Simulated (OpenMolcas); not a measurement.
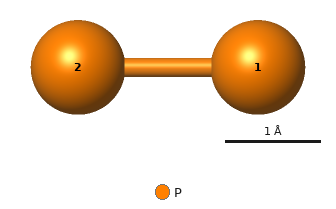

Fig. 1: The input geometry (ball-and-stick view, seen on its broad side; atoms are numbered from 1 in the order of the input).

# Run report: P2, energy and gradient calculation

System: P2 (diphosphorus), SMILES P#P.
Method: B3LYP/6-31G*, RKS (OpenMolcas 26.06).

### Input file
```
>>> EXPORT MOLCAS_PRINT=2

&GATEWAY
  BASLIB=$CurrDir
  COORD
  2
  angstrom
  P        0.000000       0.000000       0.000000
  P        0.000000       0.000000       1.893400
  BASIS=6-31Gs
  GROUP=NoSym

&SEWARD
  GRIDINPUT
  Grid=UltraFine
  End of Grid

&SCF
  KSDFT=B3LYP
  THRESHOLDS=1e-10 1e-07 1e-07 1e-05
  PRORBITALS=1 2

&ALASKA
```

Run as:
```bash
export MOLCAS_MEM=1860
pymolcas run.input > run.log
```

### Output
```
--- Start Module: gateway ---

                                              &GATEWAY

                       available to each process: 1.9 GB of memory, 1 thread

 Basis Set     1 Label: P.6-31GS
 Basis set is read from library:.
 basistype.tbl is not found

++    Symmetry information:
      ---------------------

                    Character Table for C1

                             E
                    a        1  x, y, xy, Rz, z, xz, Ry, yz, Rx, I
--

++    Basis set information:
      ----------------------

      Basis set label: P.6-31GS.........

      Electronic valence basis set:
      ------------------
      Associated Effective Charge  15.000000 au
      Associated Actual Charge     15.000000 au
      Nuclear Model: Point charge

      Shell  nPrim  nBasis  Cartesian Spherical Contaminant
         s      16       4        X
         p      10       3        X
         d       1       1        X
--

++    Molecular structure info:
      -------------------------

                    ************************************************
                    **** Cartesian Coordinates / bohr, angstrom ****
                    ************************************************

     Center  Label                x              y              z                     x              y              z
        1      P1               0.000000       0.000000       0.000000              0.000000       0.000000       0.000000
        2      P2               0.000000       0.000000       3.578007              0.000000       0.000000       1.893400
--

            Nuclear Potential Energy             62.88416202 au

--- Stop Module: gateway /rc=_RC_ALL_IS_WELL_ ---

--- Start Module: seward ---

                                              &SEWARD

                       available to each process: 1.9 GB of memory, 1 thread

               SEWARD will generate:
                  Multipole Moment integrals up to order  2
                  Kinetic Energy integrals
                  Nuclear Attraction integrals (point charge)
                  One-Electron Hamiltonian integrals
                  Velocity integrals
                  Orbital angular momentum around (  0.0000   0.0000   1.7890 )
                  Velocity quadrupole around (  0.0000   0.0000   1.7890 )
                  Two-Electron Repulsion integrals

                   Integrals are discarded if absolute value <: 1.00E-14
                   Integral cutoff threshold is set to       <: 1.00E-16

            Nuclear Potential Energy             62.88416202 au

      Basis set specifications :
      Symmetry species         a
      Basis functions           38

--- Stop Module: seward /rc=_RC_ALL_IS_WELL_ ---

--- Start Module: scf ---

                                                &SCF

                       available to each process: 1.9 GB of memory, 1 thread

 ###############################################################################
 ###     Minimized-density-differences option turned off!                    ###
 ###############################################################################
++    Input section:
      --------------

      Header of the integral files:

      Cartesian coordinates in angstrom:
      -----------------------------------------------------
      No.  Label        X            Y            Z
      -----------------------------------------------------
       1   P1         0.00000000   0.00000000   0.00000000
       2   P2         0.00000000   0.00000000   1.89340000
      -----------------------------------------------------
      Nuclear repulsion energy =   62.88416202
--

++    Orbital specifications:
      -----------------------

      Symmetry species               1
                                     a
      Frozen orbitals                0
      Occupied orbitals             15
      Secondary orbitals            23
      Deleted orbitals               0
      Total number of orbitals      38
      Number of basis functions     38
--

      Molecular charge                           0.000

      Numerical integration parameters
      --------------------------------
      Radial quadrature type:                         MHL
      Size of radial grid:                            99
      Lebedev angular grid:                           41
      Angular grid pruned with the crowding factor:  1.00E+10
                                 and fading factor:  1.00E+01
      Screening threshold for integral computation:   1.00E-11
      Radial quadrature accuracy:                     1.00E-25
      Maximum batch size:                             128
      AO values are stored on disk
      The same grid will be used for all iterations.

      DFT functional specifications
      -----------------------------
      Using Libxc version: 6.2.2
      Please cite the following reference:
      S. Lehtola, C. Steigemann, M. J.T. Oliveira, and M. A.L. Marques.,  SoftwareX 7, 1–5 (2018) doi:10.1016/j.softx.2017.11.002

      * B3LYP

++    Optimization specifications:
      ----------------------------

      SCF Algorithm: Conventional
      D(i)-D(i-1) density differences are used
      Number of density matrices in core                 5
      Maximum number of NDDO SCF iterations            400
      Maximum number of HF SCF iterations              400
      Threshold for SCF energy change             1.00E-10
      Threshold for density matrix                1.00E-07
      Threshold for Fock matrix                   1.00E-07
      Threshold for linear dependence             1.00E-09
      Threshold at which DIIS is turned on        1.50E-01
      Maximum depth in the DIIS procedure                5
      Maximum depth in the BFGS Hessian update          30
      Threshold at which QNR/C2DIIS is turned on  7.50E-02
      Threshold for Norm(delta) (QNR/C2DIIS)      1.00E-05
      All orbitals punched on: SCFORB
--

      Input vectors read from INPORB
      Orbital file label: *Guess orbitals

++ Convergence information
                                   B3LYP      iterations: Energy and convergence statistics

Iter     Tot. B3LYP      One-elec.       Two-elec.     Energy      Max Dij or  Max Fij      DNorm      TNorm      AccCon     Time
         Energy          Energy          Energy        Change      Delta Norm                                                in Sec.
   1  -682.530201044 -1103.154517925   357.740154859   0.00E+00    3.86E-01*   2.63E-01*    7.87E+00   1.66E+02   None         0.
   2  -682.619238172 -1109.350165839   363.846765645  -8.90E-02*   1.28E-01*   5.92E-02*    2.08E+00   1.68E+02   EDIIS        0.
   3  -682.676716839 -1104.755075901   359.194197040  -5.75E-02*   1.27E-02*   1.65E-02*    8.14E-01   1.67E+02   c2DIIS       0.
   4  -682.688848181 -1106.323607874   360.750597671  -1.21E-02*   3.77E-03*   1.10E-03*    9.26E-02   1.67E+02   QNRc2DIIS    0.
   5  -682.688858494 -1106.219450425   360.646429909  -1.03E-05*   1.32E-03*   5.75E-04*    3.22E-02   1.67E+02   QNRc2DIIS    0.
   6  -682.688861689 -1106.255696495   360.682672784  -3.19E-06*   2.06E-04*   1.04E-04*    8.98E-03   1.67E+02   QNRc2DIIS    0.
   7  -682.688861777 -1106.254860724   360.681836926  -8.83E-08*   1.94E-05*   8.04E-06*    1.08E-03   1.67E+02   QNRc2DIIS    0.
   8  -682.688861778 -1106.254756357   360.681732557  -6.30E-10*   4.60E-07    3.42E-07*    1.64E-04   1.67E+02   QNRc2DIIS    0.
   9  -682.688861778 -1106.254754157   360.681730358  -1.02E-12    2.20E-08    3.72E-08     3.54E-06   1.67E+02   QNRc2DIIS    0.

       Convergence after   9 Iterations
--

 *****************************************************************************************************************************
 *                                             SCF/KS-DFT Program, Final results                                             *
 *                                                       Final Results                                                       *
 *****************************************************************************************************************************

::    Total KS-DFT energy                            -682.6888617775
      One-electron energy                           -1106.2547541574
      Two-electron energy                             360.6817303579
      Nuclear repulsion energy                         62.8841620220
      Kinetic energy (interpolated)                   680.3681327460
      Virial theorem                                    1.0034109902
      Total spin, S(S+1)                                0.0000000000
      Total spin, S                                     0.0000000000
      Max non-diagonal density matrix element           0.0000000185
      Max non-diagonal Fock matrix element              0.0000000004

      All orbitals with orbital energies smaller than  E(LUMO)+0.5 are printed

++    Molecular orbitals:
      -------------------

      Title: RKS-DFT orbitals

      Molecular orbitals for symmetry species 1: a

      Basis set list:
        1 P1     1s                 11 P1     2pz                21 P2     1s                 31 P2     2pz
        2 P1     1s                 12 P1     2pz                22 P2     1s                 32 P2     2pz
        3 P1     1s                 13 P1     2pz                23 P2     1s                 33 P2     d200
        4 P1     1s                 14 P1     d200               24 P2     2px                34 P2     d110
        5 P1     2px                15 P1     d110               25 P2     2px                35 P2     d101
        6 P1     2px                16 P1     d101               26 P2     2px                36 P2     d020
        7 P1     2px                17 P1     d020               27 P2     2py                37 P2     d011
        8 P1     2py                18 P1     d011               28 P2     2py                38 P2     d002
        9 P1     2py                19 P1     d002               29 P2     2py
       10 P1     2py                20 P2     1s                 30 P2     2pz

  Index Energy  Occupation Coefficients ...

    1  -77.1055    2.0000          1 P1     1s     (-0.704),    20 P2     1s     ( 0.704),

    2  -77.1055    2.0000          1 P1     1s     ( 0.704),    20 P2     1s     ( 0.704),

    3   -6.5793    2.0000          2 P1     1s     ( 0.723),    21 P2     1s     ( 0.723),

    4   -6.5788    2.0000          2 P1     1s     (-0.724),    21 P2     1s     ( 0.724),

    5   -4.7405    2.0000          8 P1     2py    ( 0.702),    27 P2     2py    ( 0.702),

    6   -4.7405    2.0000          5 P1     2px    ( 0.702),    24 P2     2px    ( 0.702),

    7   -4.7403    2.0000          5 P1     2px    (-0.701),    24 P2     2px    ( 0.701),

    8   -4.7403    2.0000          8 P1     2py    (-0.701),    27 P2     2py    ( 0.701),

    9   -4.7383    2.0000         11 P1     2pz    (-0.701),    30 P2     2pz    ( 0.701),

   10   -4.7361    2.0000         11 P1     2pz    ( 0.701),    30 P2     2pz    ( 0.701),

   11   -0.6902    2.0000          3 P1     1s     ( 0.485),    22 P2     1s     ( 0.485),

   12   -0.4658    2.0000          3 P1     1s     (-0.531),     4 P1     1s     (-0.339),    22 P2     1s     ( 0.531),    23 P2     1s     ( 0.339),

   13   -0.2973    2.0000         12 P1     2pz    (-0.497),    31 P2     2pz    ( 0.497),

   14   -0.2884    2.0000          9 P1     2py    ( 0.455),    10 P1     2py    ( 0.236),    28 P2     2py    ( 0.455),    29 P2     2py    ( 0.236),

   15   -0.2884    2.0000          6 P1     2px    ( 0.455),     7 P1     2px    ( 0.236),    25 P2     2px    ( 0.455),    26 P2     2px    ( 0.236),

   16   -0.0994    0.0000          6 P1     2px    (-0.482),     7 P1     2px    (-0.498),    25 P2     2px    ( 0.482),    26 P2     2px    ( 0.498),

   17   -0.0994    0.0000          9 P1     2py    (-0.482),    10 P1     2py    (-0.498),    28 P2     2py    ( 0.482),    29 P2     2py    ( 0.498),

   18    0.0627    0.0000          4 P1     1s     ( 1.772),    13 P1     2pz    ( 1.586),    23 P2     1s     (-1.772),    32 P2     2pz    ( 1.586),

   19    0.1714    0.0000          3 P1     1s     ( 0.862),     4 P1     1s     (-0.680),    13 P1     2pz    (-0.610),    22 P2     1s     ( 0.862),
                                  23 P2     1s     (-0.680),    32 P2     2pz    ( 0.610),

   20    0.2513    0.0000          3 P1     1s     (-0.793),     4 P1     1s     ( 0.890),    12 P1     2pz    ( 0.573),    13 P1     2pz    (-0.733),
                                  22 P2     1s     (-0.793),    23 P2     1s     ( 0.890),    31 P2     2pz    (-0.573),    32 P2     2pz    ( 0.733),

   21    0.2828    0.0000          9 P1     2py    (-0.820),    10 P1     2py    ( 0.759),    28 P2     2py    (-0.820),    29 P2     2py    ( 0.759),

   22    0.2828    0.0000          6 P1     2px    (-0.820),     7 P1     2px    ( 0.759),    25 P2     2px    (-0.820),    26 P2     2px    ( 0.759),

   23    0.3165    0.0000          3 P1     1s     (-0.821),     4 P1     1s     ( 1.513),    12 P1     2pz    ( 0.761),    22 P2     1s     ( 0.821),
                                  23 P2     1s     (-1.513),    31 P2     2pz    ( 0.761),

   24    0.3511    0.0000          6 P1     2px    ( 0.919),     7 P1     2px    (-1.244),    25 P2     2px    (-0.919),    26 P2     2px    ( 1.244),

   25    0.3511    0.0000          9 P1     2py    ( 0.919),    10 P1     2py    (-1.244),    28 P2     2py    (-0.919),    29 P2     2py    ( 1.244),

--

++    Molecular charges:
      ------------------

      Mulliken charges per centre and basis function type
      ---------------------------------------------------

                P1      P2
      1s       5.9787  5.9787
      2px      2.9841  2.9841
      2pz      3.0603  3.0603
      2py      2.9841  2.9841
      d200    -0.0223 -0.0223
      d110     0.0000  0.0000
      d101     0.0159  0.0159
      d020    -0.0223 -0.0223
      d011     0.0159  0.0159
      d002     0.0055  0.0055
      Total   15.0000 15.0000

      N-E     -0.0000  0.0000

      Total electronic charge=   30.000000

      Total            charge=   -0.000000
--

++    Molecular properties:
      ---------------------

      Charge (e):
                      =   -0.0000
      Dipole Moment (debye):
      Origin of the operator (angstrom)=    0.0000    0.0000    0.9467
                   X= -3.7938E-15               Y= -3.5873E-15               Z=  1.5810E-09           Total=  1.5810E-09
      Quadrupole Moment (debye*angstrom):
      Origin of the operator (angstrom)=    0.0000    0.0000    0.9467
                  XX= -2.5687E+01              XY= -2.6793E-15              XZ=  2.5446E-15              YY= -2.5687E+01
                  YZ=  1.0280E-15              ZZ= -2.6160E+01
      In traceless form (debye*angstrom)
                  XX=  2.3656E-01              XY= -4.0190E-15              XZ=  3.8169E-15              YY=  2.3656E-01
                  YZ=  1.5419E-15              ZZ= -4.7311E-01
--

--- Stop Module: scf /rc=_RC_ALL_IS_WELL_ ---
--- Module scf spent 2 seconds ---

--- Start Module: alaska ---

                                              &ALASKA

                       available to each process: 1.9 GB of memory, 1 thread

                     Threshold for contributions to the gradient: 1.000E-07

                    ********************************************
                    * Symmetry Adapted Cartesian Displacements *
                    ********************************************

           Irreducible representation : a
           Basis function(s) of irrep: x, y, xy, Rz, z, xz, Ry, yz, Rx, I

 Basis Label        Type   Center Phase
   1   P1           x         1     1
   2   P1           y         1     1
   3   P1           z         1     1
   4   P2           x         2     1
   5   P2           y         2     1
   6   P2           z         2     1

                     No automatic utilization of translational and rotational invariance of the energy is employed.

 Rotational correction to the DFT gradient is turned off due to close-to-degeneracy problems!

 DFT contribution computed for a moving grid.

 Conventional ERI gradients!

 **************************************************
 *              Molecular gradients               *
 **************************************************

  Irreducible representation: a
 ------------------------------------------------------------------------------------------
                              X                       Y                       Z
 ------------------------------------------------------------------------------------------
  P1               -1.16472599405725E-17   -1.04826487852271E-15    7.97895321759157E-03
  P2                1.68649828956590E-17    1.04739757137865E-15   -7.97895321757736E-03
 ------------------------------------------------------------------------------------------

--- Stop Module: alaska /rc=_RC_ALL_IS_WELL_ ---

.##################.
.# Happy landing! #.
.##################.

    Timing: Wall=3.97 User=3.33 System=0.58
```

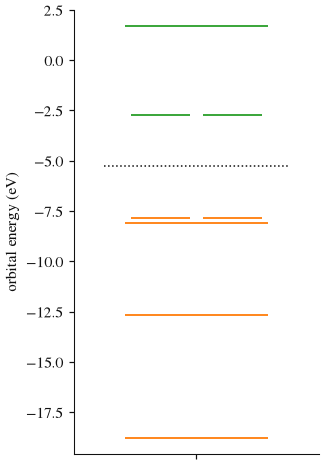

Fig. 2: Orbital energies near the frontier; the dotted line parts filled from empty levels, and levels within 0.02 eV of each other stand side by side. Highest filled −7.85 eV, lowest empty −2.70 eV, 5.15 eV apart.

### Results in brief

- outcome: converged
- total energy: −682.688862 hartree
- basis functions: 38
- largest force: 0.410 eV/Å
- HOMO: −7.85 eV
- LUMO: −2.70 eV
- dipole moment: 0.00 debye
- hardware: 1 thread of Intel Xeon (Sapphire Rapids), 16 GiB of memory available, shared host
- wall time: 4.2 s
- peak memory: 0.37 GiB
